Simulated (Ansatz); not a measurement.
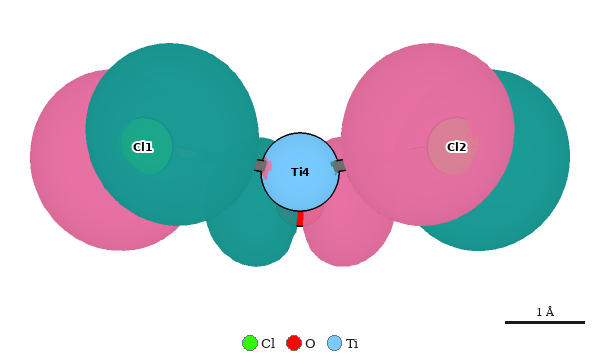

The picture shows: Cl2OTi. The HOMO at ±0.08 Å⁻³ᐟ² (teal and pink are the two phases), seen from one side.

Geometry: PBE0-D4/def2-SVP.

Computed with Ansatz, isolated molecule in a Gaussian basis; Kohn-Sham density functional theory, functional PBE0.

Q: What is the character of this orbital?

A: It lies mainly on Cl1 (about 40 %), Cl2 (about 40 %) and O3 (about 15 %); it is symmetric in the molecular plane (an in-plane orbital: σ, lone-pair or in-plane π type); largely a combination of lone pairs on Cl1, Cl2 and O3. Its energy is −9.36 eV.
